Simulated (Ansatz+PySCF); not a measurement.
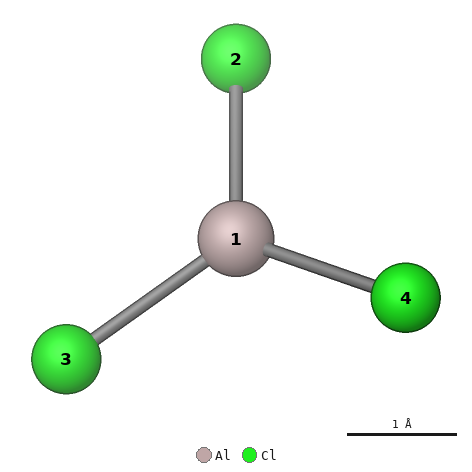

Source: calculation with Ansatz+PySCF.

Orthographic view. Atoms fade into the background with distance from the viewer. Geometry: a fixed input geometry, not necessarily a minimum.

Write a Z-matrix (Å, degrees) in the order of the atom numbers, with these reference atoms: 2 to 1; 3 to 1, 2; 4 to 1, 2, 3.

```
Al 
Cl   1   1.913
Cl   1   1.913   2   120.0
Cl   1   1.913   2   120.0   3   180.0
```
